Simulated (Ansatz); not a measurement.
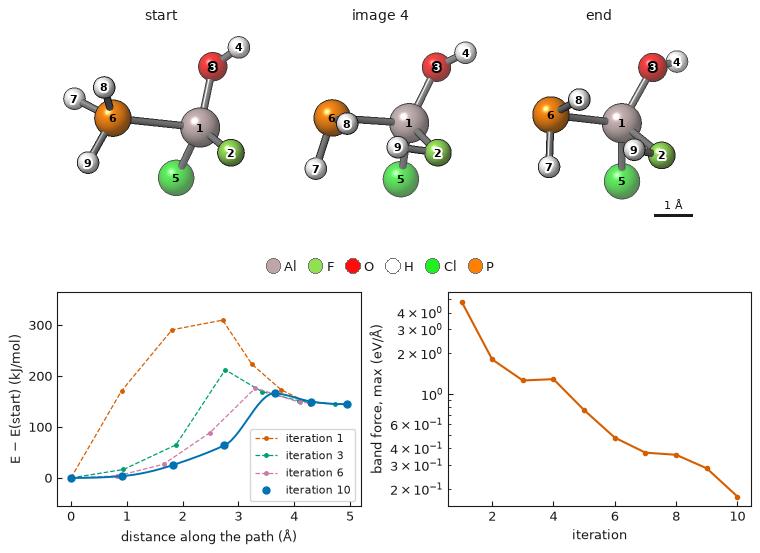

A nudged-elastic-band calculation for AlPH4OClF. Images are numbered from 0 (start) to 6 (end). The plot follows the band through its iterations. A ball-and-stick model, seen at a tilt.

Method: RKS BLYP/def2-SVP in Ansatz 0.2.0. Settings: 5 movable images; climbing image; force threshold 0.2 eV/Å; iteration limit 60; starting path through a guess of the saddle point.

Q: How did the profile develop, and is the result final?

A: The run met only a loose threshold, so the barrier can't be trusted yet. The band converged in 10 iterations. The largest component of the band force went from 4.8 to 0.18 eV/Å. The climbing image converged on the top of the path. Its curvatures weren't checked. The force threshold is so loose that the height of the top is at best an upper bound. The first iteration put the highest image at 309.7 kJ/mol. The energy climbs by 166.2 kJ/mol to image 4 and then falls by 21.3 kJ/mol, so the end point sits at +144.9 kJ/mol.

Cost: 3.3 min on 2 threads of Intel(R) Xeon(R) Processor @ 2.50GHz (Skylake/Cascade Lake), with other jobs on the host, peak memory 0.16 GiB.
